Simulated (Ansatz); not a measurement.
**CH7AlOSi (SMILES [CH3][AlH][O][SiH3]) at B3LYP/6-31G(d) (Cartesian functions)**

Aim: the vertical ionisation energy of CH7AlOSi at B3LYP/6-31G* (Cartesian functions), from 2 runs. 

Program for the calculation: Ansatz 0.2.0.

92 further runs of the same task are left out: 92 set aside as unsound or not needed.

## (1) The system as given

CH7AlOSi: 11 atoms, total charge 0, spin state singlet. SMILES: `[CH3][AlH][O][SiH3]`. Geometry: relaxed at PBE0-D4/def2-TZVP. This is one conformer, not always the lowest.

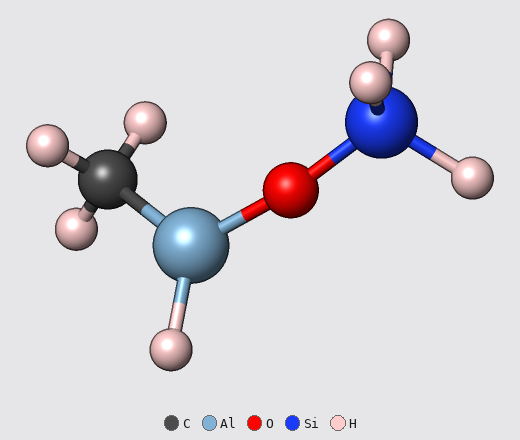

Viewed from a chosen angle; carbon dark grey, aluminium light blue, oxygen red, silicon blue, hydrogen pink.

## (2) The energy at B3LYP/6-31G(d) (Cartesian functions)

The input, run.yaml:

```yaml
crystal:
  periodic: [false, false, false]
  atoms:
    - {symbol: C, position_ang: [-1.516100, 1.536800, -0.427400]}
    - {symbol: Al, position_ang: [-1.148200, -0.171900, 0.419400]}
    - {symbol: O, position_ang: [0.407500, -0.823300, 0.350400]}
    - {symbol: Si, position_ang: [1.960700, -1.220800, 0.113400]}
    - {symbol: H, position_ang: [-0.796600, 1.774200, -1.214900]}
    - {symbol: H, position_ang: [-1.467000, 2.345400, 0.310900]}
    - {symbol: H, position_ang: [-2.521600, 1.566500, -0.857000]}
    - {symbol: H, position_ang: [-2.226500, -1.018100, 1.209700]}
    - {symbol: H, position_ang: [2.731500, -1.046600, 1.374000]}
    - {symbol: H, position_ang: [2.573500, -0.359900, -0.936300]}
    - {symbol: H, position_ang: [2.068100, -2.639400, -0.321500]}
basis:
  gaussian:
    orbitals: "6-31G*"
hamiltonian:
  xc: {name: B3LYP}
accuracy: high
output: {orbitals: {seedname: orbitals}}
```

On the command line:

```sh
$ ansatz run run.yaml --threads 1 --pin off --max-ram 3480MiB --events-out events.jsonl --progress --plain --runs-dir runs
```

The program printed:

```text
Warning: RAYON_NUM_THREADS=1 ignored (pool sized by the plan → 1); use --threads N
Functional definition: B3LYP
  name "B3LYP"
  parameter a0 = 0.2
  parameter ax = 0.72
  parameter ac = 0.81
  exchange = (1 - a0 - ax)*slater_x + ax*b88_x + a0*exact_x
  correlation = (1 - ac)*vwn_rpa_c + ac*lyp_c
1839 factors; integrals over basis functions are off by at most 3.8e-9 eV
mean field evaluation 1: about -17665.1795 eV, gradient 7.2e1 eV
mean field evaluation 2: about -17642.1589 eV, gradient 1.3e2 eV
mean field evaluation 4: about -17675.1317 eV, gradient 6.9e0 eV
mean field evaluation 8: about -17675.4018 eV, gradient 2.2e-1 eV
mean field evaluation 16: about -17675.4019 eV, gradient 4.8e-6 eV
mean field -17675.40194650 eV, -649.5590407163 hartree, gradient 1.9e-8 eV, S^2 0.000000; 0 other end points of the search recorded, 0 dependent functions left out
reference -17675.40199456 eV, -649.5590424824 hartree; 24, 24 occupied and 58, 58 virtual orbitals, 1839 factors
Total energy: -17675.40199456 eV, -649.5590424824 hartree
```

Wall time 9.6 s (1 thread of Arm Neoverse V1, shared host); peak memory 0.28 GiB.

## (3) The doublet cation at the same level

The input, job.yaml:

```yaml
crystal:
  periodic: [false, false, false]
  atoms:
    - {symbol: C, position_ang: [-1.516100, 1.536800, -0.427400]}
    - {symbol: Al, position_ang: [-1.148200, -0.171900, 0.419400]}
    - {symbol: O, position_ang: [0.407500, -0.823300, 0.350400]}
    - {symbol: Si, position_ang: [1.960700, -1.220800, 0.113400]}
    - {symbol: H, position_ang: [-0.796600, 1.774200, -1.214900]}
    - {symbol: H, position_ang: [-1.467000, 2.345400, 0.310900]}
    - {symbol: H, position_ang: [-2.521600, 1.566500, -0.857000]}
    - {symbol: H, position_ang: [-2.226500, -1.018100, 1.209700]}
    - {symbol: H, position_ang: [2.731500, -1.046600, 1.374000]}
    - {symbol: H, position_ang: [2.573500, -0.359900, -0.936300]}
    - {symbol: H, position_ang: [2.068100, -2.639400, -0.321500]}
basis:
  gaussian: {orbitals: "6-31G*"}
total_charge: 1
magnetization: {spin_polarized: true, initial_magnetization: 1}
hamiltonian: {xc: {name: B3LYP}}
accuracy: high
output: {orbitals: {seedname: orbitals}}
```

On the command line:

```sh
$ ansatz run job.yaml --threads 1 --pin off --max-ram 3480MiB --events-out events.jsonl --progress --plain --runs-dir runs
```

The program printed:

```text
Warning: RAYON_NUM_THREADS=1 ignored (pool sized by the plan → 1); use --threads N
Functional definition: B3LYP
  name "B3LYP"
  parameter a0 = 0.2
  parameter ax = 0.72
  parameter ac = 0.81
  exchange = (1 - a0 - ax)*slater_x + ax*b88_x + a0*exact_x
  correlation = (1 - ac)*vwn_rpa_c + ac*lyp_c
1838 factors; integrals over basis functions are off by at most 3.8e-9 eV
mean field evaluation 1: about -17644.4768 eV, gradient 7.0e1 eV
mean field evaluation 2: about -17534.1609 eV, gradient 1.4e2 eV
mean field evaluation 4: about -17662.0564 eV, gradient 2.6e1 eV
mean field evaluation 8: about -17665.5747 eV, gradient 8.8e-1 eV
mean field evaluation 16: about -17665.7403 eV, gradient 6.4e-3 eV
mean field evaluation 32: about -17665.7403 eV, gradient 5.7e-7 eV
mean field -17665.74027481 eV, -649.2039808305 hartree, gradient 4.6e-8 eV, S^2 0.758498; 3 other end points of the search recorded, 0 dependent functions left out
reference -17665.74032188 eV, -649.2039825601 hartree; 24, 23 occupied and 58, 59 virtual orbitals, 1838 factors
Total energy: -17665.74032188 eV, -649.2039825601 hartree
```

Run time: 23 s. Hardware: 1 thread of Arm Neoverse V1, shared host; peak memory 0.42 GiB.

## (4) What came out

At B3LYP/6-31G* (Cartesian functions):

```
                                          quantity          value
                    singlet CH7AlOSi: total energy  -649.55904 Eh
                     singlet CH7AlOSi: HOMO energy       -7.51 eV
                     singlet CH7AlOSi: LUMO energy       -0.74 eV
                   singlet CH7AlOSi: HOMO–LUMO gap        6.76 eV
                      doublet cation: total energy  -649.20398 Eh
doublet cation: HOMO energy (highest over α and β)      -13.30 eV
 doublet cation: LUMO energy (lowest over α and β)      -11.78 eV
                              doublet cation: ⟨S²⟩          0.758
vertical ionisation energy (to the doublet cation)       9.662 eV
```

In words: Removing an electron at fixed nuclei costs 9.66 eV (932 kJ/mol). The negative HOMO energy of the first species, 7.51 eV, lies 2.15 eV below that difference.
